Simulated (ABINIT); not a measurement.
# AgCl (Chlorargyrite): bands and cutoff in G0W0 with ABINIT

Aim: raise bands and screening cutoff together for AgCl (Chlorargyrite) and follow gap and time.

Method: PBE and many-body steps on it, plane waves, in ABINIT 10.8.3.

The database entry behind the starting cell differs from later determinations by our own check (an axis about 1.4 % short against later determinations), so it need not match the best structure at ambient conditions.

### 1. Set-up

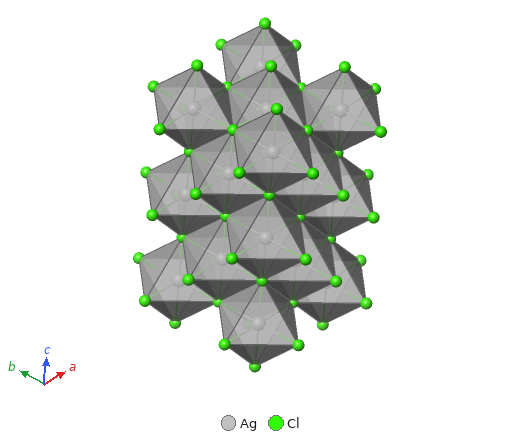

The cell as given, from a free direction (silver light grey, chlorine green). 1×1×2 cells are drawn. This picture shows the conventional cell, with its axes. Some periodic images of atoms are drawn too.

The cell and positions come from the Crystallography Open Database and are kept as given unless a step says otherwise.

### 2. Empty states on the mesh, 4×4×4 mesh, 209 bands

This step: ABINIT 10.8.3; DFT, PBE, plane waves, norm-conserving pseudopotentials.

The sums over transitions need many empty states on a uniform mesh; this step solves for them.

The input, run.abi:

```
acell 3*1.0 Angstrom
rprim 
  -0.000000000000 2.735000000000 2.735000000000
  2.735000000000 0.000000000000 2.735000000000
  2.735000000000 2.735000000000 -0.000000000000
ntypat 2
znucl 47 17
natom 2
typat 1 2
xred 
  0.000000000000 0.000000000000 0.000000000000
  0.500000000000 0.500000000000 0.500000000000
pp_dirpath "pseudos"
pseudos "Ag.upf, Cl.upf"
ecut 37
ngkpt 4 4 4
nshiftk 1
shiftk 0 0 0
kptopt 1
chksymbreak 0
irdden 1
istwfk *1
nband 209
prtvol 0
optdriver 6
gwr_task "HDIAGO"
paral_kgb 0
occopt 1
indata_prefix "in"
outdata_prefix "out"
tmpdata_prefix "tmp"
```

Launch:

```bash
> OMP_NUM_THREADS=1 mpirun -n 4 abinit run.abi > log
```

What it wrote:

```text
.Version 10.8.3 of ABINIT. v10.8.2 released Aug 2026.

 Symmetries : space group Fm -3 m (#225); Bravais cF (face-center cubic)
[... echo of the input left out ...]
== DATASET  1 ==================================================================
-   mpi_nproc: 4, omp_nthreads: 1 (-1 if OMP is not activated)

--- !DatasetInfo
iteration_state: {dtset: 1, }
dimensions: {natom: 2, nkpt: 8, mband: 209, nsppol: 1, nspinor: 1, nspden: 1, mpw: 2996, }
cutoff_energies: {ecut:  37.0, pawecutdg:  -1.0, }
[...]
Indirect band gap semiconductor
 Fundamental gap:     0.907 (eV)
   VBM:     5.246 (eV) at k: [ 5.0000E-01,  0.0000E+00,  0.0000E+00]
   CBM:     6.153 (eV) at k: [ 0.0000E+00,  0.0000E+00,  0.0000E+00]
 Direct gap:         3.396 (eV) at k: [ 0.0000E+00,  0.0000E+00,  0.0000E+00]

== END DATASET(S) ==============================================================
================================================================================

 -outvars: echo values of variables after computation  --------
           etotal      0.0000000000E+00
            nband         209
             nkpt           8
          spgroup         225
 [... the other variables as echoed above ...]

 Calculation completed.
```

Run time: 33 s. Hardware: 4 MPI ranks of Intel Xeon Platinum 8488C (Sapphire Rapids), shared host; peak memory 2.2 GiB; 2.2 min of CPU time.

Numbers from this step:

| Item | Value |
| --- | --- |
| gap | 0.9065 eV |
| k of the valence top | 0.5, 0, 0 |
| k of the conduction bottom | 0, 0, 0 |
| least direct gap | 3.396 eV |
| k points computed | 8 |
| lowest point of the top converged band, above the valence top | 147.8540 eV |

On this mesh the gap is 0.907 eV.

The density comes from a self-consistent run that is not shown.

### 3. Screening, 4×4×4 mesh, 36 bands, screening to 76.2 eV

The RPA dielectric matrix is built and inverted for each q.

This step: RPA screening on PBE, plane waves, norm-conserving pseudopotentials.

run.abi, as its differences from that of step 2:

```diff
@@ -20,10 +20,11 @@
 chksymbreak 0
-irdden 1
 istwfk *1
-nband 209
-prtvol 0
-optdriver 6
-gwr_task "HDIAGO"
-paral_kgb 0
 occopt 1
+irdwfk 1
+optdriver 3
+nband 36
+ecuteps 2.8
+inclvkb 2
+awtr 1
+symchi 1
 indata_prefix "in"
```

What it wrote:

```text
.Version 10.8.3 of ABINIT. v10.8.2 released Aug 2026.

 Symmetries : space group Fm -3 m (#225); Bravais cF (face-center cubic)
[... echo of the input left out ...]
== DATASET  1 ==================================================================
-   mpi_nproc: 4, omp_nthreads: 1 (-1 if OMP is not activated)

--- !DatasetInfo
iteration_state: {dtset: 1, }
dimensions: {natom: 2, nkpt: 8, mband: 36, nsppol: 1, nspinor: 1, nspden: 1, mpw: 2996, }
cutoff_energies: {ecut:  37.0, pawecutdg:  -1.0, }
electrons: {nelect:   2.60000000E+01, charge:   0.00000000E+00, occopt:   1.00000000E+00, tsmear:   1.00000000E-02, }

 SCREENING: Calculation of the susceptibility and dielectric matrices

 Based on a program developped by R.W. Godby, V. Olevano, G. Onida, and L. Reining.
 Incorporated in ABINIT by V. Olevano, G.-M. Rignanese, and M. Torrent.
.Using double precision arithmetic ; gwpc =  8

[... cell and pseudopotentials left out ...]
--------------------------------------------------------------------------------

 ==== K-mesh for the wavefunctions ====
 Number of points in the irreducible wedge :     8
[... list of points left out ...]
 Together with 48 symmetry operations and time-reversal symmetry
 yields    64 points in the full Brillouin Zone.

 ==== Q-mesh for the screening function ====
 Number of points in the irreducible wedge :     8
[... list of points left out ...]
 Together with 48 symmetry operations and time-reversal symmetry
 yields    64 points in the full Brillouin Zone.

 setmesh: FFT mesh size selected  =    25x   25x   25
          total number of points  =        15625

 vcoul_init : cutoff-mode = AUXILIARY_FUNCTION
 q-points for optical limit:   1
     1)      0.000010    0.000020    0.000030

- screening: taking advantage of time-reversal symmetry
- Maximum band index for partially occupied states nbvw = 13
- Remaining bands to be divided among processors   nbcw = 23
- Number of bands treated by each node ~5

 Number of electrons calculated from density =   26.0000; Expected =   26.0000
 average of density, n =  0.094162
 r_s =    1.3636
 omega_plasma =   29.6001 [eV]

 calculating chi0 at frequencies [eV] :
  1    0.000000E+00    0.000000E+00
  2    0.000000E+00    2.960009E+01

--------------------------------------------------------------------------------
  q-point number  1        q = ( 0.000000, 0.000000, 0.000000) [r.l.u.]
--------------------------------------------------------------------------------
[... chi0 elements left out ...]
 For q-point:  0.000010 0.000020 0.000030
  dielectric constant =   5.4492
  dielectric constant without local fields =   5.8190

  Average fulfillment of the sum rule on Im[epsilon] for q-point    1 :     28.21  [%]
[... wings left out ...]
  q-point number  2        q = ( 0.250000, 0.000000, 0.000000) [r.l.u.]
--------------------------------------------------------------------------------
[... chi0 elements left out ...]
  Average fulfillment of the sum rule on Im[epsilon] for q-point    2 :     45.25  [%]

 [... 6 further q-points ...]
```

The job ended after 4.8 s (4 MPI ranks; peak memory 0.52 GiB; 18 s of CPU time).

Numbers from this step:

| Item | Value |
| --- | --- |
| ε∞ with local fields, on this mesh, along the program's q direction | 5.449 |
| the same without local fields | 5.819 |
| plasma frequency | 29.60 eV |
| plane waves in the screening matrix | 59 |

Local fields lower ε∞ by 6 %. On a Γ-centred mesh this coarse the value itself is usually too large, while a short band sum pulls it down.

### 4. 36 bands, 76.2 eV

The self-energy is evaluated for the states that the input lists, and the levels follow from it, in one-shot runs by the linearised quasiparticle equation.

This step: G0W0 on PBE, plane waves, norm-conserving pseudopotentials.

run.abi, as its differences from that of step 3:

```diff
@@ -23,8 +23,17 @@
 irdwfk 1
-optdriver 3
+optdriver 4
 nband 36
+gwcalctyp 0
+ecutsigx 37
+symsigma 1
+nkptgw 2
+kptgw 
+  0.5000000000 0.0000000000 0.0000000000
+  0.0000000000 0.0000000000 0.0000000000
+bdgw 
+  12 15
+  11 17
 ecuteps 2.8
-inclvkb 2
-awtr 1
-symchi 1
+irdscr 1
+ppmodel 1
 indata_prefix "in"
```

What it wrote:

```text
.Version 10.8.3 of ABINIT. v10.8.2 released Aug 2026.

 Symmetries : space group Fm -3 m (#225); Bravais cF (face-center cubic)
[... echo of the input left out ...]
== DATASET  1 ==================================================================
-   mpi_nproc: 4, omp_nthreads: 1 (-1 if OMP is not activated)

--- !DatasetInfo
iteration_state: {dtset: 1, }
dimensions: {natom: 2, nkpt: 8, mband: 36, nsppol: 1, nspinor: 1, nspden: 1, mpw: 2996, }
cutoff_energies: {ecut:  37.0, pawecutdg:  -1.0, }
electrons: {nelect:   2.60000000E+01, charge:   0.00000000E+00, occopt:   1.00000000E+00, tsmear:   1.00000000E-02, }

 SIGMA: Calculation of the GW corrections

 Based on a program developped by R.W. Godby, V. Olevano, G. Onida, and L. Reining.
 Incorporated in ABINIT by V. Olevano, G.-M. Rignanese, and M. Torrent.
.Using double precision arithmetic ; gwpc =  8

[... cell and pseudopotentials left out ...]
--------------------------------------------------------------------------------

 ==== K-mesh for the wavefunctions ====
 Number of points in the irreducible wedge :     8
[... list of points left out ...]
 Together with 48 symmetry operations and time-reversal symmetry
 yields    64 points in the full Brillouin Zone.

 ==== Q-mesh for screening function ====
 Number of points in the irreducible wedge :     8
[... list of points left out ...]
 Together with 48 symmetry operations and time-reversal symmetry
 yields    64 points in the full Brillouin Zone.

 vcoul_init : cutoff-mode = AUXILIARY_FUNCTION
 q-points for optical limit:   1
     1)      0.000010    0.000020    0.000030
 setmesh: FFT mesh size selected  =    45x   45x   45
          total number of points  =        91125

 Number of electrons calculated from density =   26.0000; Expected =   26.0000
 average of density, n =  0.094162
 r_s =    1.3636
 omega_plasma =   29.6001 [eV]

 === KS Band Gaps ===
  >>>> For spin  1
   Minimum direct gap =   3.3956 [eV], located at k-point      :   0.0000  0.0000  0.0000
   Fundamental gap    =   0.9065 [eV], Top of valence bands at :   0.5000  0.0000  0.0000
                                       Bottom of conduction at :   0.0000  0.0000  0.0000
 SIGMA fundamental parameters:
 PLASMON POLE MODEL  1
 number of plane-waves for SigmaX                 2975
 number of plane-waves for SigmaC and W             59
 number of plane-waves for wavefunctions          2975
 number of bands                                    36
 number of independent spin polarizations            1
 number of spinorial components                      1
 number of k-points in IBZ                           8
 number of q-points in IBZ                           8
 number of symmetry operations                      48
 number of k-points in BZ                           64
 number of q-points in BZ                           64
 number of frequencies for dSigma/dE                 9
 frequency step for dSigma/dE [eV]                0.25
 number of omega for Sigma on real axis              0
 max omega for Sigma on real axis  [eV]           0.00
 zcut for avoiding poles [eV]                     0.10

 EPSILON^-1 parameters (SCR file):
 dimension of the eps^-1 matrix on file             59
 dimension of the eps^-1 matrix used                59
 number of plane-waves for wavefunctions          2975
 number of bands                                    36
 number of q-points in IBZ                           8
 number of frequencies                               2
 number of real frequencies                          1
 number of imag frequencies                          1

 matrix elements of self-energy operator (all in [eV])

 Perturbative Calculation

--- !SelfEnergy_ee
iteration_state: {dtset: 1, }
kpoint     : [   0.500,    0.000,    0.000, ]
spin       : 1
KS_gap     :    4.123
QP_gap     :    5.215
Delta_QP_KS:    1.092
data: !SigmaeeData |
     Band     E0 <VxcDFT>   SigX SigC(E0)      Z dSigC/dE  Sig(E)    E-E0       E
       12   5.246 -21.650 -26.538   4.325   0.800  -0.251 -22.100  -0.451   4.795
       13   5.246 -21.650 -26.538   4.325   0.800  -0.251 -22.100  -0.451   4.795
       14   9.369  -9.294  -5.032  -3.498   0.840  -0.191  -8.652   0.641  10.010
       15  12.019 -13.866  -7.779  -4.255   0.806  -0.240 -12.389   1.477  13.496

--- !SelfEnergy_ee
iteration_state: {dtset: 1, }
kpoint     : [   0.000,    0.000,    0.000, ]
spin       : 1
KS_gap     :    3.396
QP_gap     :    4.806
Delta_QP_KS:    1.410
data: !SigmaeeData |
     Band     E0 <VxcDFT>   SigX SigC(E0)      Z dSigC/dE  Sig(E)    E-E0       E
       11   2.757 -14.607 -18.832   3.481   0.796  -0.256 -15.200  -0.593   2.164
       12   2.757 -14.607 -18.832   3.481   0.796  -0.256 -15.200  -0.593   2.164
       13   2.757 -14.607 -18.832   3.481   0.796  -0.256 -15.200  -0.593   2.164
       14   6.153 -11.070  -6.741  -3.348   0.833  -0.201 -10.253   0.817   6.970
       15  15.918 -12.617  -7.185  -3.801   0.829  -0.206 -11.265   1.352  17.270
       16  15.918 -12.617  -7.185  -3.801   0.829  -0.206 -11.265   1.352  17.270
       17  15.918 -12.617  -7.185  -3.801   0.829  -0.206 -11.265   1.352  17.270

== END DATASET(S) ==============================================================
================================================================================

 -outvars: echo values of variables after computation  --------
           etotal      0.0000000000E+00
            nband          36
             nkpt           8
          spgroup         225
 [... the other variables as echoed above ...]

 Calculation completed.
```

Run time: 3.3 s. Hardware: 4 MPI ranks; peak memory 0.7 GiB; 12 s of CPU time.

Numbers from this step:

| Item | Value |
| --- | --- |
| G0W0 gap on the points computed | 2.175 eV |
| starting gap on the mesh | 0.9065 eV |
| k of the valence top | 0.5, 0, 0 |
| k of the conduction bottom | 0, 0, 0 |
| Z at the valence top | 0.8 |
| Z at the conduction bottom | 0.833 |
| least direct G0W0 gap on the computed points | 4.806 eV |

The gap on the mesh goes from 0.91 eV to 2.17 eV, a correction of +1.27 eV.

### 5. Screening, 4×4×4 mesh, 89 bands, screening to 141.5 eV

This step: RPA screening on PBE, plane waves, norm-conserving pseudopotentials.

run.abi, as its differences from that of step 4:

```diff
@@ -23,17 +23,8 @@
 irdwfk 1
-optdriver 4
-nband 36
-gwcalctyp 0
-ecutsigx 37
-symsigma 1
-nkptgw 2
-kptgw 
-  0.5000000000 0.0000000000 0.0000000000
-  0.0000000000 0.0000000000 0.0000000000
-bdgw 
-  12 15
-  11 17
-ecuteps 2.8
-irdscr 1
-ppmodel 1
+optdriver 3
+nband 89
+ecuteps 5.2
+inclvkb 2
+awtr 1
+symchi 1
 indata_prefix "in"
```

What it wrote:

```text
.Version 10.8.3 of ABINIT. v10.8.2 released Aug 2026.

 Symmetries : space group Fm -3 m (#225); Bravais cF (face-center cubic)
[... echo of the input left out ...]
== DATASET  1 ==================================================================
-   mpi_nproc: 4, omp_nthreads: 1 (-1 if OMP is not activated)

--- !DatasetInfo
iteration_state: {dtset: 1, }
dimensions: {natom: 2, nkpt: 8, mband: 89, nsppol: 1, nspinor: 1, nspden: 1, mpw: 2996, }
cutoff_energies: {ecut:  37.0, pawecutdg:  -1.0, }
electrons: {nelect:   2.60000000E+01, charge:   0.00000000E+00, occopt:   1.00000000E+00, tsmear:   1.00000000E-02, }

 SCREENING: Calculation of the susceptibility and dielectric matrices

 Based on a program developped by R.W. Godby, V. Olevano, G. Onida, and L. Reining.
 Incorporated in ABINIT by V. Olevano, G.-M. Rignanese, and M. Torrent.
.Using double precision arithmetic ; gwpc =  8

[... cell and pseudopotentials left out ...]
--------------------------------------------------------------------------------

 ==== K-mesh for the wavefunctions ====
 Number of points in the irreducible wedge :     8
[... list of points left out ...]
 Together with 48 symmetry operations and time-reversal symmetry
 yields    64 points in the full Brillouin Zone.

 ==== Q-mesh for the screening function ====
 Number of points in the irreducible wedge :     8
[... list of points left out ...]
 Together with 48 symmetry operations and time-reversal symmetry
 yields    64 points in the full Brillouin Zone.

 setmesh: FFT mesh size selected  =    27x   27x   27
          total number of points  =        19683

 vcoul_init : cutoff-mode = AUXILIARY_FUNCTION
 q-points for optical limit:   1
     1)      0.000010    0.000020    0.000030

- screening: taking advantage of time-reversal symmetry
- Maximum band index for partially occupied states nbvw = 13
- Remaining bands to be divided among processors   nbcw = 76
- Number of bands treated by each node ~19

 Number of electrons calculated from density =   26.0000; Expected =   26.0000
 average of density, n =  0.094162
 r_s =    1.3636
 omega_plasma =   29.6001 [eV]

 calculating chi0 at frequencies [eV] :
  1    0.000000E+00    0.000000E+00
  2    0.000000E+00    2.960009E+01

--------------------------------------------------------------------------------
  q-point number  1        q = ( 0.000000, 0.000000, 0.000000) [r.l.u.]
--------------------------------------------------------------------------------
[... chi0 elements left out ...]
 For q-point:  0.000010 0.000020 0.000030
  dielectric constant =   5.4540
  dielectric constant without local fields =   5.9125

  Average fulfillment of the sum rule on Im[epsilon] for q-point    1 :     60.76  [%]
[... wings left out ...]
  q-point number  2        q = ( 0.250000, 0.000000, 0.000000) [r.l.u.]
--------------------------------------------------------------------------------
[... chi0 elements left out ...]
  Average fulfillment of the sum rule on Im[epsilon] for q-point    2 :     74.88  [%]

 [... 6 further q-points ...]
```

The job ended after 18 s (4 MPI ranks; peak memory 0.72 GiB; 73 s of CPU time).

This step gave:

| Item | Value |
| --- | --- |
| ε∞ with local fields, on this mesh, along the program's q direction | 5.454 |
| the same without local fields | 5.912 |
| plasma frequency | 29.60 eV |
| plane waves in the screening matrix | 169 |

(Part 1 of 2 ends here.)

[Paths, hosts, dates, memory and timing lines, banners, echoed tables and standing remarks are left out of the program output.]

[Logs are printed without paths, hosts, clocks, repeated set-up lines and the standing remarks that a program may print on its own settings, such as how far it seeks lower states.]

[Runs of the session that timed out or met a known fault of the program may be left out.]

[Hosts, paths, dates, database ids (printed as entryN), source tags and the programs' standing remarks are cut or masked in the printed files.]

[G0W0 gaps are taken among the corrected bands and points alone; a level outside them can change the order at an edge.]

[Where Ansatz stands beside ABINIT at settings called matched, ABINIT's density can come from a denser mesh and the files from another edition; pairs whose starting gaps differed by over 0.03 eV were left out, so agreement reads better than it is.]
